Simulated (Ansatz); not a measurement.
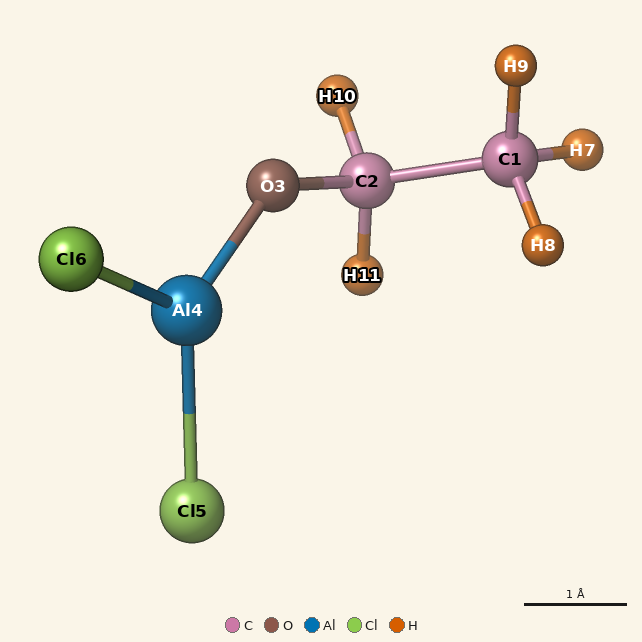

Orthographic view. Atoms fade into the background with distance from the viewer. The geometry was computed by an optimisation with PBE-D4/def2-SVP. No frequency run is at hand to confirm it as a minimum.

Write a Z-matrix (Å, degrees) in the order of the atom numbers, with these reference atoms: 2 to 1; 3 to 2, 1; 4 to 3, 2, 1; 5 to 4, 3, 2; 6 to 4, 3, 2; 7 to 1, 2, 3; 8 to 1, 7, 2; 9 to 1, 7, 8; 10 to 2, 3, 4; 11 to 2, 10, 3.

```
C  
C    1   1.522
O    2   1.418   1   111.0
Al   3   1.698   2   134.9   1  -104.0
Cl   4   2.102   3   121.2   2    -6.5
Cl   4   2.093   3   118.1   2   174.6
H    1   1.109   2   110.7   3  -176.8
H    1   1.110   7   108.0   2   121.7
H    1   1.108   7   108.4   8   116.8
H    2   1.113   3   107.9   4   135.5
H    2   1.116  10   106.8   3   119.6
```
